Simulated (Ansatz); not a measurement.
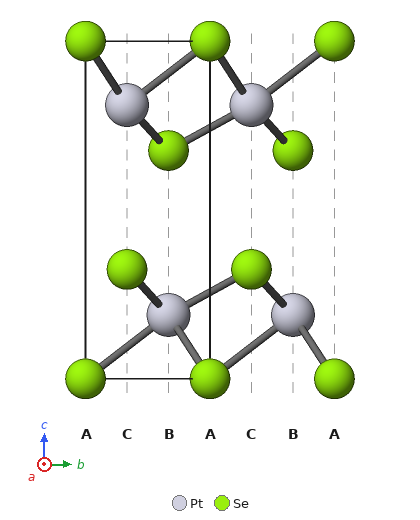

Projection along an edge of the hexagonal mesh, stacking direction c upwards. The dashed lines mark the three columns A (0, 0), B (1/3, 2/3) and C (2/3, 1/3). The sequence starts with the first layer at or above the cell's origin.

Pt2Se3. Coordinates: coordinates from a relaxation with DFT PBE, scalar-relativistic, plane waves, PAW (Ansatz); the starting structure was generated, so it need not be a known form of this composition.

Give the sequence of layers in one repeat, with element and column.

Answer. Se(A) – Pt(B) – Se(C) – Se(B) – Pt(C) (five layers in 8.84 Å).

How are the Se layers alone stacked?

Answer. Se layers alone: ACB, the cubic close-packed type.

Which positions between or in the Se layers do the other atoms fill?

Answer. Pt: two octahedral sites in each hexagonal cell. One of the three gaps between Se layers is empty, 3.11 Å wide.

Heights of the layers:

```tsv
layer	atoms (column)	height (Å)	to next (Å)
1	Se(A)	0.00	1.67
2	Pt(B)	1.67	1.19
3	Se(C)	2.87	3.11
4	Se(B)	5.98	1.19
5	Pt(C)	7.17	1.67
```
